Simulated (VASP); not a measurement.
Band structure of Be (hcp). These are PBE GGA, VASP's PBE PAW potentials (set 64) (plane waves; VASP 6.6.1) values and carry that method's errors.

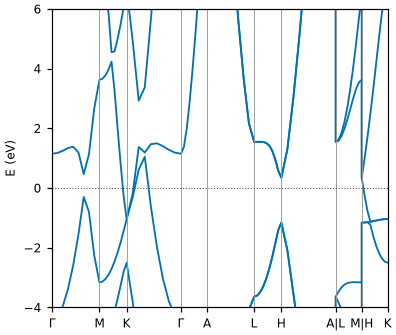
Figure. Bands along high-symmetry lines, zero at the valence-band maximum or, without a gap, the Fermi level

Problem. Read the plot: is there a gap, and where are the band edges?

Solution. It has no gap at this level: it comes out as a metal or semimetal. (Edges off the drawn lines would not show.)

The compound is Be in the hcp structure. It was relaxed first.
